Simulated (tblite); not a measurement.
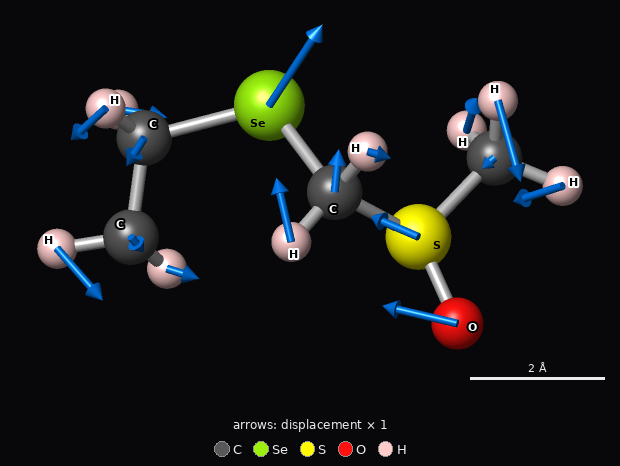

This is a relaxation of C$_{4}$H$_{9}$OSSe (multiplicity 2). The starting structure is drawn; blue arrows show the displacements, at their true length. The two geometries are superimposed by the best rigid fit.

The picture is a ball-and-stick view, seen from a free direction.

Level of theory: tblite 0.8.0, GFN2-xTB geometry optimisation, gas phase. 

Question: What did the optimiser do to the structure, and how much energy did it gain?

Answer: The Se atom moves most after the best rigid fit: 1.61 Å. By element the largest moves are Se 1.61 Å, H 1.29 Å, O 1.21 Å, S 0.90 Å, C 0.65 Å. Among the contacts that change: C–Se 1.947 → 3.797 Å, C–Se 2.876 → 4.499 Å, C–C 1.501 → 1.317 Å, C–S 1.787 → 1.876 Å. Bonds break, among them: C–Se (1.95 → 3.80 Å). Among the angles between lasting bonds that change: C–S–C 115.0° → 96.0°, C–C–H 106.9° → 121.8°, C–C–H 111.2° → 122.0°. Over 184 geometry steps the energy falls by 2.531 eV.
